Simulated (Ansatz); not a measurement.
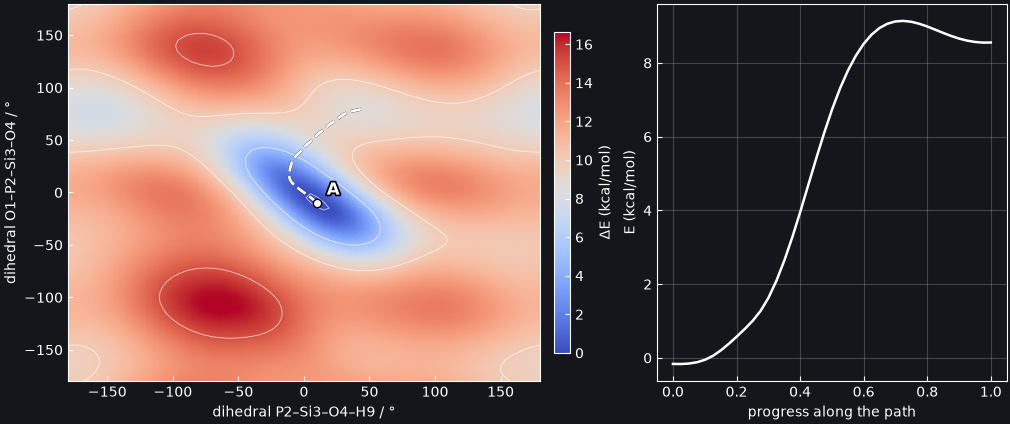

ClH₄O₂PSi, SMILES OP[SiH](O)Cl. First axis: dihedral P2–Si3–O4–H9. Second axis: dihedral O1–P2–Si3–O4. Nothing is relaxed (all other coordinates rigid). The scan uses an 18 × 18 grid. Points are written as (first, second). All energies are given in kcal/mol relative to the lowest grid point. Theory: RKS SPW92 (LDA)/def2-SVP (Ansatz).

In the figure: a smooth colour map with a few white contour lines, a line along the lowest path, the energy along the path at the right, the start A. Between grid points the surface is interpolated.

> Describe the path and its barrier.

The easiest path leads from the well at about (10°, −10°) to the well at about (45°, 80°), about 8.7 kcal/mol higher. Its highest point lies about 9.3 kcal/mol above the bottom of the first well on the interpolated surface, at (20°, 60°). Seen from the upper well the barrier is about 0.59 kcal/mol. The start is the relaxed structure and all else is held, so a fully relaxed path at this level can only be lower.
